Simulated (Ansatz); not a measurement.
**Profile along the Mo–Mo line in Mo (bcc, W type)**

Mo (bcc, W type), conventional cell a = 3.161 Å, b = 3.161 Å, c = 3.161 Å, α = 90.00°, β = 90.00°, γ = 90.00°. The calculation uses the primitive cell of 1 atom, to which meshes and values per cell refer.

Fields along a shortest Mo–Mo line of a {211} plane (2.74 Å), from Mo to Mo, interpolated on the slice's grid (step about 0.2 Å). All values below come from PBE (plane waves to 420 eV, PAW, scalar-relativistic; Ansatz, a program for electronic structure). k mesh 21×21×21. These are valence fields of a PAW run, semicore shells included where kept as valence: close to a nucleus they are smooth pseudo fields. Mo is run without spin polarisation. Mo was relaxed with its symmetry unable to fall. The PAW data are Ansatz's earlier set.

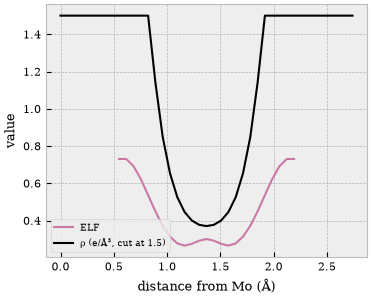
Figure: ELF (away from the nuclei) and valence density from Mo to Mo.

Density on the Mo–Mo line (2.74 Å) at its midpoint: 0.37 e/Å³. ELF at that point: 0.30.
